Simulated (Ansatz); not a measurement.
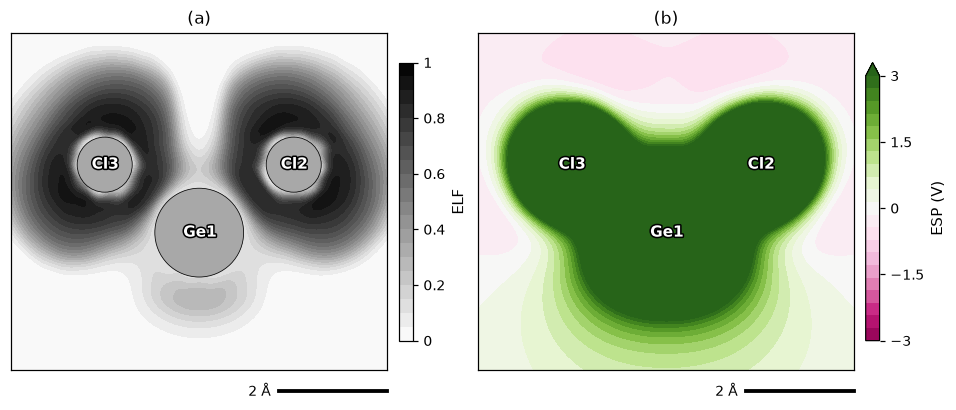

Cl2GeH2. (a) electron localisation function; (b) electrostatic potential on the plane of atoms Cl2, Ge1 and Cl3. Grey discs cover the atomic cores in the ELF map.

The calculation used Ansatz 0.2.0, RHF/def2-SVP.

```xyz
5

Ge   -0.0186    0.0000   -0.0131
Cl   -0.0016    0.0000    2.1402
Cl    2.0174    0.0000   -0.7143
H    -0.6819    1.2832   -0.4823
H    -0.6819   -1.2832   -0.4823
```

> Describe what can be read from this map.

Atoms in the plane: Ge and Cl.
Ge–Cl (2.15 Å): the ELF peaks at about 0.85 in the valence shell of Cl, 0.9 Å from its nucleus, and is about 0.70 at the midpoint.
The ELF also peaks beside Cl3 and Cl2, away from the bonds: lone-pair regions.
Outside the dense part of the molecule the potential is most negative (−0.6 V) near Cl2 and Cl3.
